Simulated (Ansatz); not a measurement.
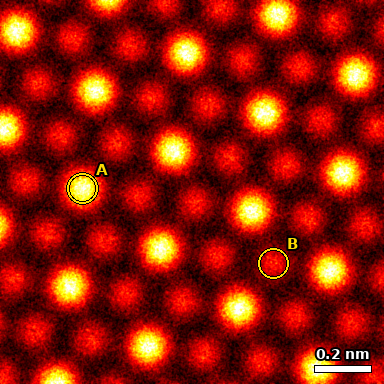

Integrated-DPC-like image of Er (P6_3/mmc, No. 194) along [001]. Simulated as the projected potential of neutral atoms (B = 0.8 Å²) blurred by a 1.08 Å probe, the thin-sample limit of integrated differential phase contrast. Shot noise was added. Structure: a calculation's starting geometry; the starting structure was generated, so it need not be a known form of this composition.

```
Er
1.0
     3.59696    0.00000    0.00000
    -1.79848    3.11506    0.00000
     0.00000    0.00000   11.63826
Er
4
Direct
  0.00000 0.00000 0.00000
  0.00000 0.00000 0.50000
  0.33333 0.66667 0.25000
  0.66667 0.33333 0.75000
```

Question: Which atoms make up the marked columns?

Answer: A: Er (2 Er per 11.64 Å along the beam; the brightest kind). B: Er (1 Er per 11.64 Å along the beam; about 40 % of the brightest peak). Brightness is counted from the darkest point of the image.
